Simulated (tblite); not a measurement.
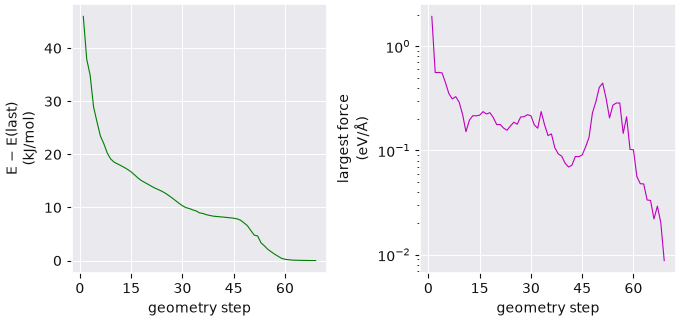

History of a geometry optimisation. 1,2-dimethylhydrazine (SMILES CNNC); GFN2-xTB geometry optimisation, gas phase in tblite 0.8.0.

The optimisation met its thresholds at geometry 69, counting the start as the first. The energy fell by about 46 kJ/mol from the first step to the last. The largest force goes from about 1.9 eV/Å at the start to 9 × 10⁻³ eV/Å at the end.
